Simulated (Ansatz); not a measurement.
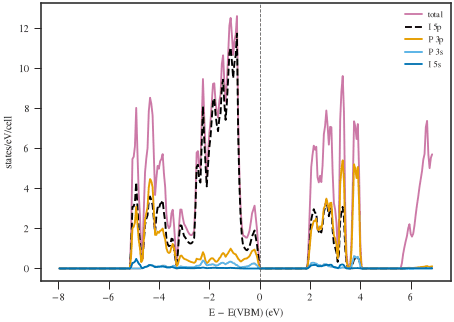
Figure: Total and projected density of states of PI2 in space group P-1 (No. 2; P on 2i, I on 2i, I on 2i), plane-wave PAW r²SCAN+D4 (Ansatz code)

Which orbitals carry the states next to the gap?

Top 1 eV of the valence band: I 5p 79 %, P 3p 16 %. Bottom 1 eV of the conduction band: I 5p 44 %, P 3p 43 %, outside the projected shells 7 %. Projections are on Löwdin-orthogonalised atomic valence shells; empty p or d shells of many metals are not among them.

Where is the tallest occupied peak in this window, and what makes it?

Near -0.9 eV, about 13 states/eV per cell; the largest projected share is I 5p.

The workflow started from an entry of the Crystallography Open Database (COD, 120 K). Whether it is the stable phase at ambient conditions was not checked. The cell was relaxed with r²SCAN+D4 under the symmetry of its start; its stability against distortions is not shown here. Spin–orbit coupling is left out wherever it is not named.

Potentials: the later of the program's two PAW sets.
